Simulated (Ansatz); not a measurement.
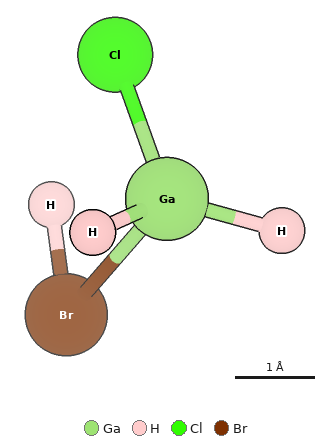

The structure as given in the input (ball-and-stick view, seen at a tilt). Sticks mark near contacts. Bond lengths as drawn: Br–Ga 2.88 Å, Br–H 1.44 Å, Cl–Ga 2.21 Å and Ga–H 1.55 Å.

**Nudged elastic band, with input and output: GaH₃BrCl**

The run: nudged elastic band of GaH₃BrCl. Method and program: RKS r2SCAN/def2-SVP (Ansatz 0.2.0).

It belongs to a series of runs on one base structure; here: band between the two ends.

### Log
```
Engine: ansatz 0.2.0, aarch64-unknown-linux-gnu
Functional definition: r2SCAN
  parameter k0 = 0.174
  parameter k1 = 0.065
  parameter a1 = 4.9479
  exchange = r2scan_x(k0 = k0, k1 = k1, a1 = a1)
  correlation = r2scan_c
1069 factors; their error is unknown
mean field evaluation 1: about -134975.9872 eV, gradient 2.6e1 eV
mean field evaluation 2: about -134975.5330 eV, gradient 3.4e1 eV
mean field evaluation 4: about -134977.0344 eV, gradient 7.5e-1 eV
mean field evaluation 8: about -134976.9461 eV, gradient 5.0e-2 eV
mean field -134976.94614222 eV, -4960.3112800664 hartree, gradient 3.4e-5 eV, S^2 0.000000; 0 other end points of the search recorded, 0 dependent functions left out
the calculation of the forces begins
reference -134976.94615215 eV, -4960.3112804315 hartree; 43, 43 occupied and 54, 54 virtual orbitals, 1069 factors
1069 factors; their error is unknown
mean field evaluation 16: about -134976.7521 eV, gradient 2.7e1 eV
mean field -134977.78749111 eV, -4960.3421990680 hartree, gradient 8.0e-6 eV, S^2 0.000000; 0 other end points of the search recorded, 0 dependent functions left out
[... from here on the field's lines of each further geometry are left out, up to the last ...]
NEB iter   1: max|band force component| = 1.974e1 eV/Å  barrier→ = 3.9275 eV  barrier← = 4.7689 eV  Δτ_max = 0.2000 Å  (288 SCF iters)
NEB iter   2: max|band force component| = 4.246e0 eV/Å  barrier→ = 0.5867 eV  barrier← = 1.4281 eV  Δτ_max = 0.2000 Å  (288 SCF iters)
NEB iter   3: max|band force component| = 2.398e0 eV/Å  barrier→ = 0.4308 eV  barrier← = 1.2721 eV  Δτ_max = 0.1990 Å  (272 SCF iters)
NEB iter   4: max|band force component| = 3.180e0 eV/Å  barrier→ = 0.4755 eV  barrier← = 1.3168 eV  Δτ_max = 0.1014 Å  (262 SCF iters)
NEB iter   5: max|band force component| = 4.934e-1 eV/Å  barrier→ = 0.3701 eV  barrier← = 1.2115 eV  CI = image 6  Δτ_max = 0.1983 Å  (252 SCF iters)
NEB iter   6: max|band force component| = 2.283e-1 eV/Å  barrier→ = 0.3704 eV  barrier← = 1.2118 eV  CI = image 6  Δτ_max = 0.0896 Å  (251 SCF iters)
NEB iter   7: max|band force component| = 2.295e-1 eV/Å  barrier→ = 0.3693 eV  barrier← = 1.2107 eV  CI = image 6  Δτ_max = 0.0450 Å  (253 SCF iters)
NEB iter   8: max|band force component| = 1.035e-1 eV/Å  barrier→ = 0.3691 eV  barrier← = 1.2104 eV  CI = image 6  Δτ_max = 0.0379 Å  (235 SCF iters)
the calculation of the forces begins
reference -134977.76282020 eV, -4960.3412924286 hartree; 43, 43 occupied and 54, 54 virtual orbitals, 1069 factors
1069 factors; their error is unknown
mean field -134976.57709429 eV, -4960.2977178050 hartree, gradient 1.2e-5 eV, S^2 0.000000; 1 other end points of the search recorded, 0 dependent functions left out
the calculation of the forces begins
reference -134976.57710404 eV, -4960.2977181636 hartree; 43, 43 occupied and 54, 54 virtual orbitals, 1069 factors
NEB iter   9: max|band force component| = 1.240e-2 eV/Å  barrier→ = 0.3690 eV  barrier← = 1.2104 eV  CI = image 6  Δτ_max = 0.0000 Å  (450 SCF iters)
```

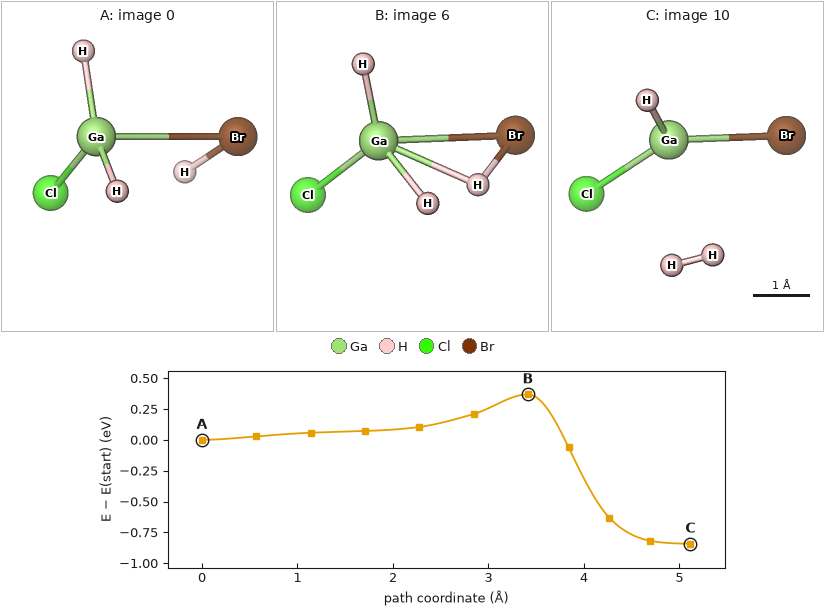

Images of the last band (counted from 0; ball-and-stick, seen at a tilt) above the energy along the path; the line is a cubic interpolation that uses the forces. The highest image is number 6, 0.369 eV above the start and 1.210 eV above the end (the climbing image); the end lies 0.841 eV below the start. The path is 5.11 Å long. The band converged in 9 iterations.

```
Total energy: -134976.57710404 eV, -4960.2977181636 hartree
Atom 0 at    -0.095450    -0.200219    -0.046861 Å, force    -0.002500    -0.001257    -0.005017 eV/Å
Atom 1 at    -0.082893     0.254016     1.546511 Å, force     0.000475    -0.000118     0.004904 eV/Å
Atom 2 at     1.199292    -0.095418    -0.875359 Å, force     0.001959     0.000170    -0.001614 eV/Å
Atom 3 at    -2.082395    -0.060223    -0.841472 Å, force    -0.000155    -0.000249    -0.000899 eV/Å
Atom 4 at     0.036034    -2.488433     1.333335 Å, force    -0.000579     0.004911    -0.000225 eV/Å
Atom 5 at    -0.033587    -0.924422     1.764846 Å, force     0.000799    -0.003456     0.002851 eV/Å
Dipole moment:     0.315577     0.149003     0.151229 e Å
this run last wrote the band of iteration 9 to [file]
```

### The last band as extended XYZ (Å, eV, eV/Å)
```
6
Properties=species:S:1:pos:R:3:forces:R:3 image=0 energy=-134976.94614
Ga    0.1879    0.2024    0.1541    0.0015   0.0158  -0.0118
H     0.3579    1.1519    1.3693   -0.0037  -0.0006   0.0014
H     1.1720   -0.1998   -0.9759   -0.0022  -0.0001  -0.0021
Cl   -1.9228   -0.2498   -0.3186    0.0125  -0.0088   0.0106
Br    0.2356   -2.2859    1.5987   -0.0017  -0.0118   0.0080
H    -1.0896   -2.1335    1.0534   -0.0063   0.0055  -0.0060
6
Properties=species:S:1:pos:R:3:forces:R:3 image=1 energy=-134976.91695
Ga    0.1707    0.2178    0.0715    0.0056  -0.0011   0.0054
H     0.3099    1.0529    1.3738    0.0114   0.0156  -0.0018
H     1.2210   -0.1251   -1.0190   -0.0010  -0.0042  -0.0067
Cl   -1.9079   -0.1406   -0.5072   -0.0019  -0.0193   0.0286
Br    0.2819   -2.3474    1.4419    0.0004   0.0127   0.0212
H    -1.1346   -2.1724    1.5200   -0.0145  -0.0039  -0.0468
6
Properties=species:S:1:pos:R:3:forces:R:3 image=2 energy=-134976.88818
Ga    0.1225    0.1991   -0.0053    0.0081  -0.0013   0.0092
H     0.2449    0.9719    1.3387    0.0040   0.0121  -0.0020
H     1.2186   -0.1570   -1.0467    0.0049  -0.0051  -0.0080
Cl   -1.9284   -0.0258   -0.6991   -0.0081  -0.0078   0.0125
Br    0.2468   -2.3951    1.2973    0.0163   0.0078  -0.0011
H    -0.9634   -2.1077    1.9961   -0.0251  -0.0058  -0.0106
6
Properties=species:S:1:pos:R:3:forces:R:3 image=3 energy=-134976.87361
Ga    0.0439    0.1541   -0.0638   -0.0075   0.0154  -0.0030
H     0.1306    0.8754    1.3136    0.0067   0.0063  -0.0094
H     1.1764   -0.1926   -1.0696   -0.0025  -0.0038  -0.0017
Cl   -1.9750    0.0220   -0.8607    0.0090  -0.0030   0.0077
Br    0.1433   -2.4384    1.2196    0.0161  -0.0040  -0.0073
H    -0.5782   -1.9352    2.3419   -0.0219  -0.0110   0.0136
6
Properties=species:S:1:pos:R:3:forces:R:3 image=4 energy=-134976.84115
Ga   -0.0408    0.0888   -0.0751    0.0046   0.0232  -0.0084
H    -0.0079    0.7042    1.3583    0.0074   0.0477  -0.0272
H     1.1401   -0.1677   -1.0494   -0.0088  -0.0031  -0.0152
Cl   -2.0273   -0.0117   -0.9417    0.0048  -0.0032  -0.0082
Br    0.0281   -2.5038    1.2403    0.0074   0.0119  -0.0200
H    -0.1512   -1.6246    2.3485   -0.0154  -0.0765   0.0791
6
Properties=species:S:1:pos:R:3:forces:R:3 image=5 energy=-134976.73643
Ga   -0.0775    0.0129   -0.0444    0.0141   0.0859   0.0125
H    -0.0633    0.4949    1.4530   -0.0006   0.1009  -0.0493
H     1.1501   -0.1434   -0.9754   -0.0217  -0.0107  -0.0414
Cl   -2.0576   -0.0345   -0.9022    0.0053  -0.0055  -0.0317
Br    0.0253   -2.5608    1.3396    0.0069  -0.0290   0.0055
H    -0.0360   -1.2837    2.0104   -0.0040  -0.1416   0.1044
6
Properties=species:S:1:pos:R:3:forces:R:3 image=6 energy=-134976.57709
Ga   -0.0954   -0.2002   -0.0469   -0.0025  -0.0013  -0.0050
H    -0.0829    0.2540    1.5465    0.0005  -0.0001   0.0049
H     1.1993   -0.0954   -0.8754    0.0020   0.0002  -0.0016
Cl   -2.0824   -0.0602   -0.8415   -0.0002  -0.0002  -0.0009
Br    0.0360   -2.4884    1.3333   -0.0006   0.0049  -0.0002
H    -0.0336   -0.9244    1.7648    0.0008  -0.0035   0.0029
6
Properties=species:S:1:pos:R:3:forces:R:3 image=7 energy=-134977.00705
Ga   -0.0931   -0.4492   -0.0928    0.0141  -1.0122  -0.1828
H    -0.0952    0.2249    1.6342    0.0174  -0.1356   0.3669
H     1.2017   -0.0478   -0.8277   -0.0032   0.1473   0.1635
Cl   -2.0709   -0.0686   -0.8249    0.0366   0.0720   0.1237
Br    0.0487   -2.5412    1.2077   -0.0152  -0.2338  -0.5430
H    -0.0502   -0.6328    1.7844   -0.0498   1.1623   0.0718
6
Properties=species:S:1:pos:R:3:forces:R:3 image=8 energy=-134977.57543
Ga   -0.0784   -0.6746   -0.1650    0.0264  -0.4439  -0.1407
H    -0.1152    0.3494    1.7042   -0.0097   0.2338   0.1455
H     1.1873   -0.0234   -0.7694   -0.0355   0.0350   0.1025
Cl   -2.0458   -0.0951   -0.8035    0.0420  -0.0037   0.0712
Br    0.0562   -2.6629    1.0451   -0.0135  -0.2517  -0.3459
H    -0.0630   -0.4081    1.8696   -0.0097   0.4304   0.1673
6
Properties=species:S:1:pos:R:3:forces:R:3 image=9 energy=-134977.76281
Ga   -0.0659   -0.8095   -0.2281    0.0065  -0.0522  -0.0238
H    -0.1533    0.5216    1.7549   -0.0082   0.0632   0.0232
H     1.1854   -0.0456   -0.7142   -0.0026  -0.0099   0.0204
Cl   -2.0328   -0.1668   -0.7966    0.0017  -0.0158   0.0088
Br    0.0589   -2.8191    0.8660   -0.0063  -0.0645  -0.0801
H    -0.0514   -0.1953    1.9991    0.0089   0.0792   0.0516
6
Properties=species:S:1:pos:R:3:forces:R:3 image=10 energy=-134977.78749
Ga   -0.0444   -0.9003   -0.2663    0.0260   0.0130   0.0136
H    -0.3471    0.6035    1.7725   -0.0245   0.0191  -0.0109
H     1.2148   -0.1084   -0.6788   -0.0033  -0.0038  -0.0069
Cl   -2.0107   -0.2065   -0.7649   -0.0217   0.0024  -0.0140
Br    0.0670   -2.9530    0.7215   -0.0045  -0.0095   0.0020
H     0.0613    0.0500    2.0971    0.0281  -0.0213   0.0162
```

The run was set up as follows.

### Input
```yaml
crystal:
  periodic: [false, false, false]
  atoms:
    - { symbol: Ga, position_ang: [0.187934, 0.202446, 0.15413] }
    - { symbol: H, position_ang: [0.357938, 1.151888, 1.369337] }
    - { symbol: H, position_ang: [1.171967, -0.19977, -0.975937] }
    - { symbol: Cl, position_ang: [-1.922778, -0.24981, -0.318593] }
    - { symbol: Br, position_ang: [0.235551, -2.28594, 1.598665] }
    - { symbol: H, position_ang: [-1.089611, -2.133514, 1.053398] }
basis:
  gaussian: { orbitals: def2-SVP }
hamiltonian:
  xc: r2scan
neb:
  order_check: false
  images: 9
  f_tol: 0.05
  max_iterations: 60
  final_atoms:
    - { symbol: Ga, position_ang: [-0.044399, -0.90025855, -0.26633874] }
    - { symbol: H, position_ang: [-0.34710504, 0.60350713, 1.77246166] }
    - { symbol: H, position_ang: [1.21482785, -0.10844944, -0.67875093] }
    - { symbol: Cl, position_ang: [-2.01065882, -0.20649722, -0.76489545] }
    - { symbol: Br, position_ang: [0.06704868, -2.95297146, 0.72146208] }
    - { symbol: H, position_ang: [0.06128733, 0.04996952, 2.09706138] }
  initial_path:
    images:
      - { positions_ang: [[0.187934, 0.202446, 0.15413], [0.357938, 1.151888, 1.369337], [1.171967, -0.19977, -0.975937], [-1.922778, -0.24981, -0.318593], [0.235551, -2.28594, 1.598665], [-1.089611, -2.133514, 1.053398]] }
      - { positions_ang: [[0.13345367, 0.15021803, 0.10645489], [0.30797117, 0.95894598, 1.4575064], [1.17499112, -0.17892424, -0.98161248], [-1.96288571, -0.25844233, -0.45121538], [0.15019924, -2.32852967, 1.5014493], [-0.86272849, -1.85796776, 1.24841727]] }
      - { positions_ang: [[0.07897333, 0.09799006, 0.05877978], [0.25800434, 0.76600395, 1.5456758], [1.17801523, -0.15807848, -0.98728796], [-2.00299341, -0.26707466, -0.58383775], [0.06484748, -2.37111934, 1.40423359], [-0.63584598, -1.58242152, 1.44343654]] }
      - { positions_ang: [[0.024493, 0.04576209, 0.01110467], [0.20803752, 0.57306193, 1.6338452], [1.18103935, -0.13723272, -0.99296344], [-2.04310112, -0.27570699, -0.71646013], [-0.02050428, -2.41370902, 1.30701789], [-0.40896347, -1.30687528, 1.63845581]] }
      - { positions_ang: [[-0.02998733, -0.00646588, -0.03657044], [0.15807069, 0.38011991, 1.72201459], [1.18406347, -0.11638696, -0.99863892], [-2.08320882, -0.28433932, -0.84908251], [-0.10585604, -2.45629869, 1.20980219], [-0.18208096, -1.03132905, 1.83347509]] }
      - { positions_ang: [[-0.08446767, -0.05869385, -0.08424555], [0.10810386, 0.18717788, 1.81018399], [1.18708758, -0.09554121, -1.0043144], [-2.12331653, -0.29297165, -0.98170489], [-0.1912078, -2.49888836, 1.11258648], [0.04480155, -0.75578281, 2.02849436]] }
      - { positions_ang: [[-0.07645393, -0.22700679, -0.12066419], [0.01706208, 0.27044373, 1.80263953], [1.19263564, -0.09812285, -0.9392017], [-2.10078499, -0.27567677, -0.938343], [-0.1395565, -2.58970498, 1.0343616], [0.04809871, -0.59463234, 2.04220776]] }
      - { positions_ang: [[-0.0684402, -0.39531973, -0.15708283], [-0.0739797, 0.35370958, 1.79509506], [1.19818369, -0.1007045, -0.87408901], [-2.07825344, -0.25838188, -0.89498111], [-0.08790521, -2.6805216, 0.95613672], [0.05139586, -0.43348188, 2.05592117]] }
      - { positions_ang: [[-0.06042646, -0.56363267, -0.19350146], [-0.16502148, 0.43697543, 1.78755059], [1.20373174, -0.10328614, -0.80897632], [-2.0557219, -0.24108699, -0.85161923], [-0.03625391, -2.77133822, 0.87791184], [0.05469302, -0.27233141, 2.06963457]] }
      - { positions_ang: [[-0.05241273, -0.73194561, -0.2299201], [-0.25606326, 0.52024128, 1.78000612], [1.2092798, -0.10586779, -0.74386362], [-2.03319036, -0.2237921, -0.80825734], [0.01539738, -2.86215484, 0.79968696], [0.05799017, -0.11118094, 2.08334798]] }
      - { positions_ang: [[-0.044399, -0.90025855, -0.26633874], [-0.34710504, 0.60350713, 1.77246166], [1.21482785, -0.10844944, -0.67875093], [-2.01065882, -0.20649722, -0.76489545], [0.06704868, -2.95297146, 0.72146208], [0.06128733, 0.04996952, 2.09706138]] }
```

Command:
```bash
ansatz run input.yaml --threads 4 --pin off --max-ram 5120MiB --backend cpu --events-out ev --progress --plain --runs-dir out
```

### Summary

| quantity | value |
| --- | --- |
| outcome | converged |
| barrier, forward | 0.369 eV |
| barrier, backward | 1.210 eV |
| hardware | 4 threads of Arm Neoverse V2, 24 GiB of memory available, shared host |
| wall time | 2.3 min (CPU time 8.7 min) |
| peak memory | 0.18 GiB |

### Remarks

The order of the saddle point was not checked.
